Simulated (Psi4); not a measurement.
**SiHBr (SMILES [SiH]Br): a chain of runs**

Aim: a geometry optimisation (singlet SiHBr, PBE-D4/def2-SVP), then the energy (doublet SiHBr+, UPBE-D4/def2-SVP), then a structure relaxation (doublet SiHBr+, UPBE-D4/def2-SVP), then the energy (singlet SiHBr, PBE-D4/def2-SVP) of BrHSi. 

Program for the calculation: Psi4 1.11.

## (1) The structure to begin with

The species is SiHBr (3 atoms), meant as a singlet with charge 0. SMILES: `[SiH]Br`. The coordinates come from a PBE0-D4/def2-TZVP relaxation. The run starts from this shape.

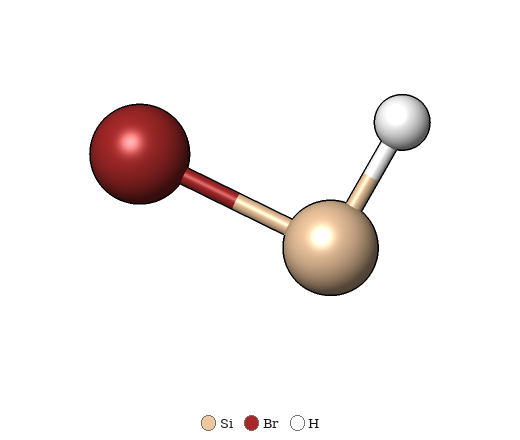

The structure, seen from a chosen angle (silicon light orange, bromine red, hydrogen white).

## (2) A structure relaxation at PBE-D4/def2-SVP (density fitting) (run 1)

File brhsi.xyz:

```xyz
3
BrHSi
Si    -0.624700     0.521900    -0.296100
Br     1.340900     0.401500     0.781400
H     -0.727100    -0.988300    -0.498600
```

File calc.py:

```python
import psi4

psi4.set_memory(1600000000)
psi4.set_num_threads(1)
psi4.set_output_file('run.log', False)

with open('brhsi.xyz') as f:
    atoms = ''.join(f.readlines()[2:])
m = psi4.geometry('0 1\n' + atoms + 'symmetry c1')

e_tot = psi4.optimize("pbe-d4/def2-SVP", molecule=m)
print(f'total energy {e_tot:.8f} hartree = {e_tot * 27.211386:.5f} eV')
print(m.to_string(dtype='xyz', units='Angstrom'))
```

Command:

```console
$ python calc.py
```

run.log:

```text
[...]
  Running in c1 symmetry.
[...]
  Nuclear repulsion =  126.973584171130398
[...]
  Multiplicity = 1
[...]
  Nalpha       = 25
  Nbeta        = 25
[...]
    Number of basis functions: 55
[...]
   @DF-RKS iter   0: -2863.28715588085242   -2.86329e+03   9.00651e-04
[...]
   @DF-RKS iter   7: -2863.29489794354822   -7.27596e-12   9.28418e-09 DIIS
[...]
    Orbital Energies [Eh]
    ---------------------
    Doubly Occupied:
       1A   -480.943185     2A    -65.448797     3A    -61.784266
       4A    -55.713672     5A    -55.712630     6A    -55.711067
       7A     -8.409417     8A     -6.286244     9A     -6.282045
      10A     -6.277100    11A     -5.100392    12A     -3.520221
      13A     -3.515127    14A     -3.509061    15A     -2.489536
      16A     -2.488909    17A     -2.485282    18A     -2.482076
      19A     -2.481491    20A     -0.713116    21A     -0.454729
      22A     -0.323381    23A     -0.286901    24A     -0.277995
      25A     -0.214424
[...]
  @DF-RKS Final Energy: -2863.29489794354822
   => Energetics <=
    Nuclear Repulsion Energy =            125.5548533976123764
    One-Electron Energy =               -4233.4659263460316652
    Two-Electron Energy =                1356.6160281156751353
    DFT Exchange-Correlation Energy =    -111.9977335904994504
    Empirical Dispersion Energy =          -0.0021195203050796
    VV10 Nonlocal Energy =                  0.0000000000000000
    Total Energy =                      -2863.2948979435482215
[...]
 Multipole Moments:
 ------------------------------------------------------------------------------------
     Multipole            Electronic (a.u.)      Nuclear  (a.u.)        Total (a.u.)
 ------------------------------------------------------------------------------------
 L = 1.  Multiply by 2.5417464519 to convert [e a0] to [Debye]
 Dipole X            :          6.6064573           -6.9165713           -0.3101141
 Dipole Y            :          1.0986221           -1.1876549           -0.0890328
 Dipole Z            :         -0.0000000            0.0000000           -0.0000000
 Magnitude           :                                                    0.3226415
[...]
  -Total Gradient:
     Atom            X                  Y                   Z
    ------   -----------------  -----------------  -----------------
       1        0.000159951351     0.000053546834     0.000000000000
       2       -0.000153870406     0.000004806886     0.000000000001
       3       -0.000010040334    -0.000065890158     0.000000000000
[...]
    Final optimized geometry and variables:
    Molecular point group: c1
    Full point group: Cs
    Geometry (in Angstrom), charge = 0, multiplicity = 1:
    SI          -1.655416830408     0.104169196926     0.000000000000
    BR           0.610501748183    -0.018585534785    -0.000000000000
    H           -1.851817488456    -1.436354937282     0.000000000000
```

The script printed:

```text
Optimizer: Optimization complete!
total energy -2863.29489794 hartree = -77914.22270 eV
3
0 1 BrHSi
Si                   -1.655416830408     0.104169196926     0.000000000000
Br                    0.610501748183    -0.018585534785     0.000000000000
H                    -1.851817488456    -1.436354937282     0.000000000000
```

It took 6.9 s on 1 thread of Intel Xeon 6975P-C (Granite Rapids), shared host; peak memory 0.32 GiB.

The path in brief:

```tsv
step	energy from the first frame kept (eV)	largest force (eV/Å)
0	0.0000	0.4606
1	-0.0087	0.0663
2	-0.0089	0.0087
```

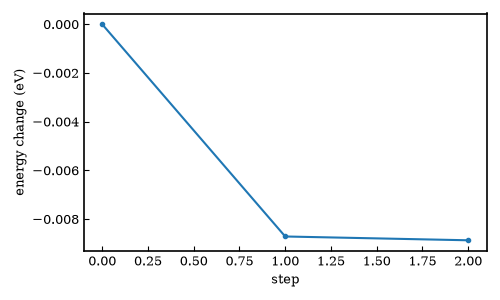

Energy along the run.

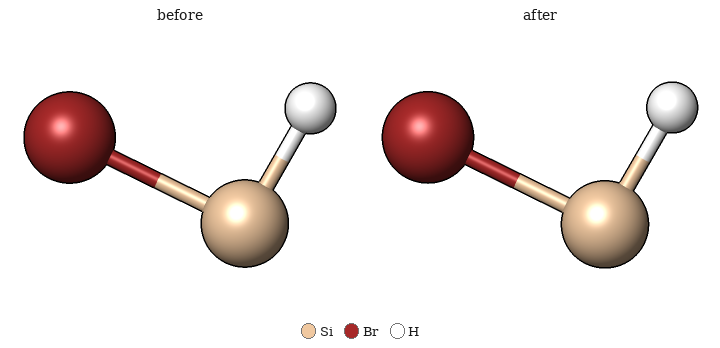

Before and after, at one scale.

After the run. Bond lengths: Si1–Br2 2.269 Å, Si1–H3 1.553 Å. Angles: Br2–Si1–H3 94.2°.

## (3) The doublet cation: a single-point energy at UPBE-D4/def2-SVP (density fitting) (run 2)

File brhsi.xyz:

```xyz
3
BrHSi
Si    -0.640294     0.523536    -0.304583
Br     1.346711     0.401217     0.784593
H     -0.749275    -1.011527    -0.513129
```

File calc.py:

```python
import psi4

psi4.set_memory('1600 MB')
psi4.set_num_threads(1)
psi4.set_output_file('output.dat', False)

with open('brhsi.xyz') as f:
    atoms = ''.join(f.readlines()[2:])
molecule = psi4.geometry('1 2\n' + atoms + 'symmetry c1')

psi4.set_options({
    'basis': 'def2-SVP',
    'reference': 'uks',
})

energy_value = psi4.energy("pbe-d4", molecule=molecule)
print(f'total energy {energy_value:.8f} hartree = {energy_value * 27.211386:.5f} eV')
```

Command:

```console
$ python calc.py
```

output.dat:

```text
[...]
  Running in c1 symmetry.
[...]
  Nuclear repulsion =  125.554861062202008
[...]
  Multiplicity = 2
[...]
  Nalpha       = 25
  Nbeta        = 24
[...]
    Number of basis functions: 55
[...]
   @DF-UKS iter   1: -2862.61922684266392   -9.48441e-01   2.59200e-02 DIIS/ADIIS
[...]
   @DF-UKS iter  11: -2862.96130824250622   -1.25806e-08   1.61029e-07 DIIS
[...]
   @S^2 Observed:                7.540107209E-01
[...]
    Orbital Energies [Eh]
    ---------------------
    Alpha Occupied:
       1A   -481.207191     2A    -65.749423     3A    -62.047359
       4A    -55.977389     5A    -55.975030     6A    -55.975000
       7A     -8.672420     8A     -6.549983     9A     -6.542316
      10A     -6.542277    11A     -5.397169    12A     -3.816550
      13A     -3.811551    14A     -3.808616    15A     -2.752424
      16A     -2.750544    17A     -2.750389    18A     -2.744661
      19A     -2.744644    20A     -0.968774    21A     -0.723850
      22A     -0.585079    23A     -0.534482    24A     -0.525965
      25A     -0.490530
    Alpha Virtual:
[...]
  @DF-UKS Final Energy: -2862.96130824250622
   => Energetics <=
    Nuclear Repulsion Energy =            125.5548610622020078
    One-Electron Energy =               -4220.1291065615496336
    Two-Electron Energy =                1343.3060223705688259
    DFT Exchange-Correlation Energy =    -111.6912447381085371
    Empirical Dispersion Energy =          -0.0018403756186902
    VV10 Nonlocal Energy =                  0.0000000000000000
    Total Energy =                      -2862.9613082425062203
[...]
 Multipole Moments:
 ------------------------------------------------------------------------------------
     Multipole            Electronic (a.u.)      Nuclear  (a.u.)        Total (a.u.)
 ------------------------------------------------------------------------------------
 L = 1.  Multiply by 2.5417464519 to convert [e a0] to [Debye]
 Dipole X            :          4.7451082           -6.9165708           -2.1714626
 Dipole Y            :          1.0810640           -1.1876563           -0.1065923
 Dipole Z            :         -0.0000000           -0.0000000           -0.0000000
 Magnitude           :                                                    2.1740772
[...]
```

The script printed:

```text
total energy -2862.96130824 hartree = -77905.14526 eV
```

Run time: 4.2 s. Hardware: 1 thread of Intel Xeon 6975P-C (Granite Rapids), shared host; peak memory 0.3 GiB.

## (4) The doublet cation: a geometry optimisation at UPBE-D4/def2-SVP (density fitting) (run 3)

File job.in:

```
memory 1600 MB

molecule {
  1 2
  Si    -0.640294     0.523536    -0.304583
  Br     1.346711     0.401217     0.784593
  H     -0.749275    -1.011527    -0.513129
  units angstrom
  symmetry c1
}

set basis def2-SVP
set reference uks

opt('pbe-d4')
print_variables()
```

Command:

```console
$ psi4 -i job.in -o job.out -n 1
```

job.out, cut to the lines that bear on the results:

```text
[...]
  Running in c1 symmetry.
[...]
  Nuclear repulsion =  125.554861062202008
[...]
  Multiplicity = 2
[...]
  Nalpha       = 25
  Nbeta        = 24
[...]
    Number of basis functions: 55
[...]
   @DF-UKS iter   1: -2862.61922684266392   -9.48441e-01   2.59200e-02 DIIS/ADIIS
[...]
   @DF-UKS iter   9: -2862.97053659876201   -2.27374e-12   2.08675e-09 DIIS
[...]
   @S^2 Observed:                7.537247577E-01
[...]
  @DF-UKS Final Energy: -2862.97053659876201
   => Energetics <=
    Nuclear Repulsion Energy =            131.9101330416798419
    One-Electron Energy =               -4232.5498964391899790
    Two-Electron Energy =                1349.4031750958547491
    DFT Exchange-Correlation Energy =    -111.7321294333572723
    Empirical Dispersion Energy =          -0.0018188637489800
    VV10 Nonlocal Energy =                  0.0000000000000000
    Total Energy =                      -2862.9705365987620098
[...]
 Multipole Moments:
 ------------------------------------------------------------------------------------
     Multipole            Electronic (a.u.)      Nuclear  (a.u.)        Total (a.u.)
 ------------------------------------------------------------------------------------
 L = 1.  Multiply by 2.5417464519 to convert [e a0] to [Debye]
 Dipole X            :          4.9045540           -6.8986269           -1.9940729
 Dipole Y            :          1.5118316           -1.8547775           -0.3429460
 Dipole Z            :         -0.0000000           -0.0000000           -0.0000000
 Magnitude           :                                                    2.0233484
[...]
  -Total Gradient:
     Atom            X                  Y                   Z
    ------   -----------------  -----------------  -----------------
       1        0.000061302437    -0.000050818417     0.000000000000
       2       -0.000048882090     0.000014280739    -0.000000000002
       3       -0.000022516005     0.000032321220    -0.000000000000
[...]
    Final optimized geometry and variables:
    Molecular point group: c1
    Full point group: Cs
    Geometry (in Angstrom), charge = 1, multiplicity = 2:
    SI          -1.556940635784    -0.090481309929    -0.000000000000
    BR           0.578993133098     0.051413732544     0.000000000000
    H           -2.118186879133    -1.514248299778    -0.000000000000
  Variable Map:
[...]
```

On the terminal:

```text
Optimizer: Optimization complete!
```

Wall time 15 s (1 thread of Intel Xeon 6975P-C (Granite Rapids), shared host); peak memory 0.33 GiB.

Step by step:

```tsv
step	energy from the first frame kept (eV)	largest force (eV/Å)
0	0.0000	1.9020
1	-0.1799	0.9148
2	-0.2363	0.7812
3	-0.2491	0.2434
4	-0.2507	0.1125
5	-0.2510	0.0496
6	-0.2511	0.0041
```

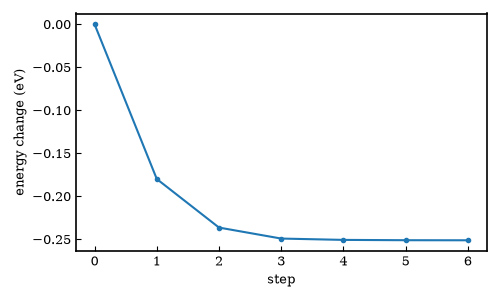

Energy along the run.

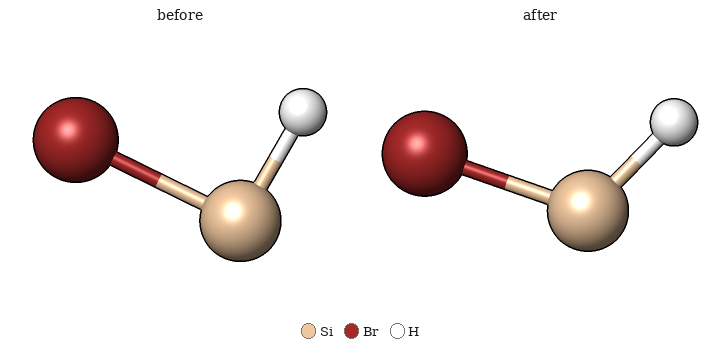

Before and after, at one scale.

After the run. Bond lengths: Si1–Br2 2.141 Å, Si1–H3 1.530 Å. Angles: Br2–Si1–H3 115.3°.

## (5) The energy at PBE-D4/def2-SVP (density fitting) (run 4)

File job.inp:

```
memory 1600 mb

molecule geom {
  0 1
  Si
  Br 1 2.140642
  H 1 1.530395 2 115.31496
}

set reference rks

E = energy("pbe-d4/def2-SVP")
```

Command:

```console
$ psi4 job.inp job.out -n 1
```

job.out:

```text
[...]
  Running in cs symmetry.
[...]
  Nuclear repulsion =  131.910122522962098
[...]
  Multiplicity = 1
[...]
  Nalpha       = 25
  Nbeta        = 25
[...]
    Number of basis functions: 55
[...]
   @DF-RKS iter   1: -2862.93739650918496   -1.16291e+00   3.40328e-02 DIIS/ADIIS
[...]
   @DF-RKS iter   9: -2863.27973587486849   -1.17443e-08   5.23808e-07 DIIS
[...]
    Orbital Energies [Eh]
    ---------------------
    Doubly Occupied:
       1Ap  -480.958227     2Ap   -65.436805     3Ap   -61.800098
       4Ap   -55.729263     1App  -55.728362     5Ap   -55.726935
       6Ap    -8.426015     7Ap    -6.302648     2App   -6.298536
       8Ap    -6.294065     9Ap    -5.090459     3App   -3.509879
      10Ap    -3.504884    11Ap    -3.498881    12Ap    -2.506177
       4App   -2.505397    13Ap    -2.502116     5App   -2.498922
      14Ap    -2.498439    15Ap    -0.738723    16Ap    -0.458671
      17Ap    -0.345528     6App   -0.306473    18Ap    -0.295708
      19Ap    -0.189417
[...]
  @DF-RKS Final Energy: -2863.27973587486849
   => Energetics <=
    Nuclear Repulsion Energy =            131.9101225229620979
    One-Electron Energy =               -4245.6464359506489927
    Two-Electron Energy =                1362.4877618761699978
    DFT Exchange-Correlation Energy =    -112.0290841416844501
    Empirical Dispersion Energy =          -0.0021001816676552
    VV10 Nonlocal Energy =                  0.0000000000000000
    Total Energy =                      -2863.2797358748684928
[...]
 Multipole Moments:
 ------------------------------------------------------------------------------------
     Multipole            Electronic (a.u.)      Nuclear  (a.u.)        Total (a.u.)
 ------------------------------------------------------------------------------------
 L = 1.  Multiply by 2.5417464519 to convert [e a0] to [Debye]
 Dipole X            :          1.1210045           -1.3934142           -0.2724097
 Dipole Y            :         -7.1156354            7.0064008           -0.1092346
 Dipole Z            :          0.0000000            0.0000000            0.0000000
 Magnitude           :                                                    0.2934949
[...]
```

It took 3.6 s on 1 thread of Intel Xeon 6975P-C (Granite Rapids), shared host; peak memory 0.3 GiB.

## (6) What came out

| quantity | value |
| --- | --- |
| run 1, PBE-D4/def2-SVP: total energy at the end | -2863.29490 Eh |
| run 1, PBE-D4/def2-SVP: dipole moment | 0.82 D |
| run 1, PBE-D4/def2-SVP: HOMO energy | -5.83 eV |
| run 1, PBE-D4/def2-SVP: LUMO energy | -3.88 eV |
| run 1, PBE-D4/def2-SVP: HOMO–LUMO gap | 1.95 eV |
| run 1, PBE-D4/def2-SVP: dispersion energy | -5.56 kJ/mol |
| doublet cation, run 2: total energy | -2862.96131 Eh |
| doublet cation, run 2: HOMO energy (highest over α and β) | -13.35 eV |
| doublet cation, run 2: LUMO energy (lowest over α and β) | -12.27 eV |
| doublet cation, run 2: dispersion energy | -4.83 kJ/mol |
| doublet cation, run 2: ⟨S²⟩ | 0.754 |
| doublet cation, run 3: total energy at the end | -2862.97054 Eh |
| doublet cation, run 3: HOMO energy (highest over α and β) | -12.97 eV |
| doublet cation, run 3: LUMO energy (lowest over α and β) | -11.56 eV |
| doublet cation, run 3: dispersion energy | -4.78 kJ/mol |
| doublet cation, run 3: ⟨S²⟩ | 0.754 |
| run 4, PBE-D4/def2-SVP: total energy | -2863.27974 Eh |
| run 4, PBE-D4/def2-SVP: dipole moment | 0.75 D |
| run 4, PBE-D4/def2-SVP: HOMO energy | -5.15 eV |
| run 4, PBE-D4/def2-SVP: LUMO energy | -3.66 eV |
| run 4, PBE-D4/def2-SVP: HOMO–LUMO gap | 1.49 eV |
| run 4, PBE-D4/def2-SVP: dispersion energy | -5.51 kJ/mol |
| adiabatic ionisation energy (to the doublet cation, no zero-point term) | 8.826 eV |

**Reading.** The adiabatic ionisation energy (to the doublet cation, no zero-point term) is 8.83 eV (204 kcal/mol). The optimisation (run 1, PBE-D4/def2-SVP) took 3 steps and changed the energy by -0.009 eV. The optimisation (doublet cation, run 3) took 7 steps and changed the energy by -0.251 eV.
